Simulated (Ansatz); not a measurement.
```xyz
6

B     0.0143   -0.0763    0.2495
H    -0.1829   -0.5606    1.3435
Cl    1.6418    0.5249   -0.1500
N    -1.0114    0.0146   -0.6922
H    -1.9564   -0.3184   -0.5011
H    -0.8836    0.4158   -1.6228
```

All numbers below come from RKS PBE/def2-SVP (Ansatz 0.2.0).

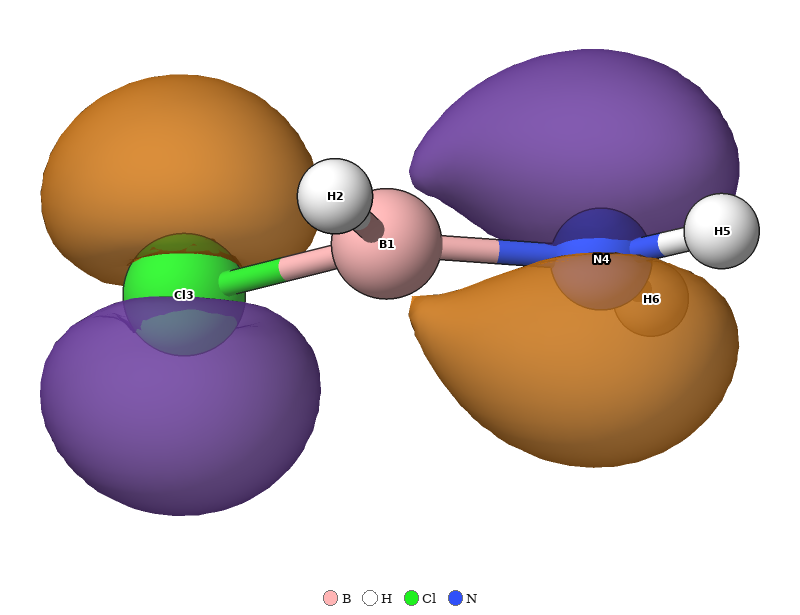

BClH3N. The HOMO at ±0.15 Å⁻³ᐟ² (orange and purple are the two phases), seen from one side.

Where does this orbital lie, and at what energy?

Answer. By Hirshfeld shares it lies mainly on N4 (about 45 %), Cl3 (about 40 %) and B1 (about 10 %); it changes sign across the molecular plane (π type). Its energy is −6.76 eV.
